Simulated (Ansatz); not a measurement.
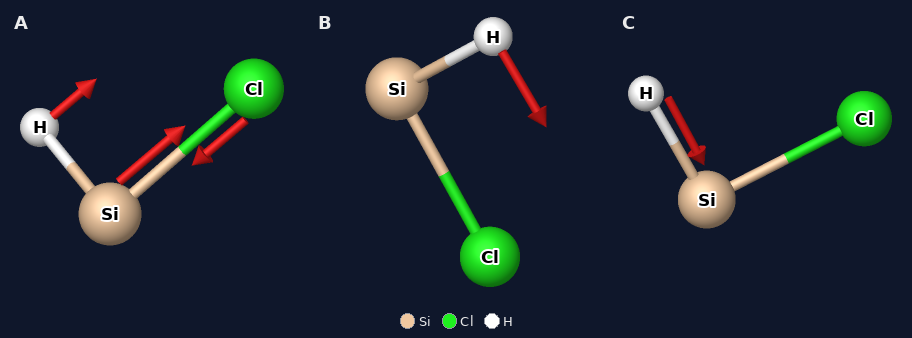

3 normal modes of one molecule or complex, as arrows. Harmonic vibrations computed with RKS PBE0-D4/def2-TZVP (Ansatz 0.2.0) at a stationary point of the same level.

> Match the panels to the wavenumbers 525 cm⁻¹, 811 cm⁻¹, 2020 cm⁻¹.

A: 525 cm⁻¹, Cl–Si stretching
B: 811 cm⁻¹, Cl–Si–H bending
C: 2020 cm⁻¹, Si–H stretching
